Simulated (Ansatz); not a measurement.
# InNH3 (SMILES [NH2][InH]) at UB2PLYP/def2-SVP (core potential)

What is the vertical ionisation energy of InNH3 at UB2PLYP/def2-SVP (core potential)? 

Program for the calculation: Ansatz 0.2.0.

41 further runs of the same task are left out: 41 set aside as unsound or not needed.

## (1) Starting point

The species is InNH3 (5 atoms), meant as a doublet with charge 0. As SMILES, `[NH2][InH]`. The coordinates come from a PBE0-D4/def2-TZVP relaxation. This is one conformer, not always the lowest.

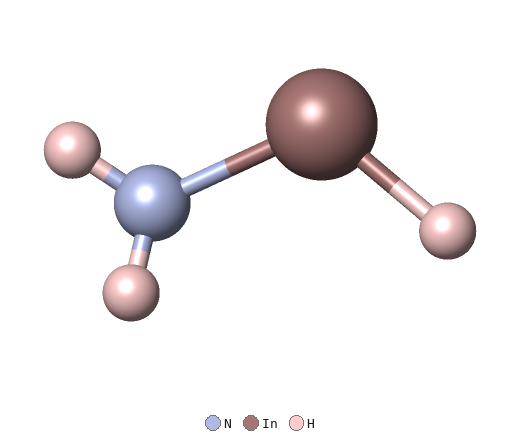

Viewed from a chosen angle; nitrogen light blue, indium brown, hydrogen pink.

## (2) A single-point energy at UB2PLYP/def2-SVP (core potential)

Input file input.yaml:

```yaml
basis:
  gaussian:
    orbitals: def2-SVP
crystal:
  periodic: [false, false, false]
  atoms:
    - {symbol: "N", position_ang: [-0.299400, -0.736500, 0.264700]}
    - {symbol: In, position_ang: [0.846600, 0.946400, 0.296000]}
    - {symbol: H, position_ang: [-0.846800, -0.960800, -0.554700]}
    - {symbol: H, position_ang: [0.017600, -1.585600, 0.707600]}
    - {symbol: H, position_ang: [0.331900, 2.262600, -0.755100]}
magnetization:
  spin_polarized: true
  initial_magnetization: 1
hamiltonian:
  xc: {name: B2PLYP}
correlation:
  frozen_orbitals: {H: 0, In: 4, "N": 1}
accuracy: high
output: {orbitals: {seedname: orbitals}}
```

Launch:

```bash
$ ansatz run input.yaml --threads 1 --pin off --max-ram 3480MiB --events-out events.jsonl --progress --plain --runs-dir runs
```

Output:

```text
Warning: RAYON_NUM_THREADS=1 ignored (pool sized by the plan → 1); use --threads N
Functional definition: B2PLYP
  name "B2PLYP"
  parameter a = 0.53
  parameter c = 0.27
  exchange = (1 - a)*b88_x + a*exact_x
  correlation = (1 - c)*lyp_c + c*(mp2_os + mp2_ss)
1332 factors; integrals over basis functions are off by at most 2.7e-9 eV
mean field evaluation 1: about -6693.5150 eV, gradient 3.4e1 eV
mean field evaluation 2: about -6693.5547 eV, gradient 3.4e1 eV
mean field evaluation 4: about -6698.6529 eV, gradient 4.6e0 eV
mean field evaluation 8: about -6698.8229 eV, gradient 2.1e-1 eV
mean field evaluation 16: about -6698.8242 eV, gradient 5.9e-4 eV
mean field -6698.82423205 eV, -246.1772499015 hartree, gradient 6.8e-8 eV, S^2 0.756789; 0 other end points of the search recorded, 0 dependent functions left out
5 core orbitals not correlated: weight in the atoms' cores, before any rotation towards them, 1.000 or more for the frozen orbitals, at most 0.000 for the correlated occupied ones
reference -6698.82425331 eV, -246.1772506829 hartree; 11, 10 occupied and 39, 40 virtual orbitals, 1332 factors
second order -8.66015798 eV of doubles, -0.00000000 eV of singles
Total energy: -6701.16249596 eV, -246.2631795155 hartree
```

Run time: 7.5 s. Hardware: 1 thread of Arm Neoverse V1, shared host; peak memory 0.22 GiB.

## (3) The singlet cation, same level

Input file in.yaml:

```yaml
crystal:
  periodic: [false, false, false]
  atoms:
    - {symbol: N, position_ang: [-0.299400, -0.736500, 0.264700]}
    - {symbol: In, position_ang: [0.846600, 0.946400, 0.296000]}
    - {symbol: H, position_ang: [-0.846800, -0.960800, -0.554700]}
    - {symbol: H, position_ang: [0.017600, -1.585600, 0.707600]}
    - {symbol: H, position_ang: [0.331900, 2.262600, -0.755100]}
basis:
  gaussian:
    orbitals: def2-SVP
total_charge: 1
hamiltonian:
  xc: {name: B2PLYP}
correlation:
  frozen_orbitals: {H: 0, In: 4, "N": 1}
accuracy: high
output: {orbitals: {seedname: orbitals}}
```

Launch:

```bash
$ ansatz run in.yaml --threads 1 --pin off --max-ram 3480MiB --events-out events.jsonl --progress --plain --runs-dir runs
```

Output:

```text
Warning: RAYON_NUM_THREADS=1 ignored (pool sized by the plan → 1); use --threads N
[... 6 set-up lines as earlier in the session ...]
1329 factors; integrals over basis functions are off by at most 3.4e-9 eV
mean field evaluation 1: about -6675.9145 eV, gradient 8.2e1 eV
mean field evaluation 2: about -6675.9173 eV, gradient 8.2e1 eV
mean field evaluation 4: about -6689.1066 eV, gradient 2.4e1 eV
mean field evaluation 8: about -6691.2188 eV, gradient 1.8e-1 eV
mean field evaluation 16: about -6691.2179 eV, gradient 5.2e-4 eV
mean field evaluation 32: about -6628.7874 eV, gradient 4.6e1 eV
mean field -6691.21793834 eV, -245.8977237638 hartree, gradient 2.6e-8 eV, S^2 0.000000; 1 other end points of the search recorded, 0 dependent functions left out
5 core orbitals not correlated: weight in the atoms' cores, before any rotation towards them, 1.000 or more for the frozen orbitals, at most 0.000 for the correlated occupied ones
reference -6691.21796024 eV, -245.8977245683 hartree; 10, 10 occupied and 40, 40 virtual orbitals, 1329 factors
second order -8.80145677 eV of doubles, -0.00000000 eV of singles
Total energy: -6693.59435356 eV, -245.9850554123 hartree
```

It took 5.1 s on 1 thread of Arm Neoverse V1, shared host; peak memory 0.18 GiB.

## (4) What came out

Level: UB2PLYP/def2-SVP (core potential), 5 core orbitals frozen.

| quantity | value |
| --- | --- |
| doublet InNH3: total energy | -246.26318 Eh |
| doublet InNH3: HOMO energy (SCF part's orbitals) (highest over α and β) | -6.32 eV |
| doublet InNH3: LUMO energy (SCF part's orbitals) (lowest over α and β) | -1.49 eV |
| doublet InNH3: ⟨S²⟩ | 0.757 |
| singlet cation: total energy | -245.98506 Eh |
| singlet cation: HOMO energy (SCF part's orbitals) | -13.87 eV |
| singlet cation: LUMO energy (SCF part's orbitals) | -8.86 eV |
| singlet cation: HOMO–LUMO gap (SCF part's orbitals) | 5.01 eV |
| vertical ionisation energy (to the singlet cation) | 7.568 eV |

The vertical ionisation energy comes to 7.57 eV (175 kcal/mol). Only the singlet of the ionised species was computed; a triplet could lie lower.
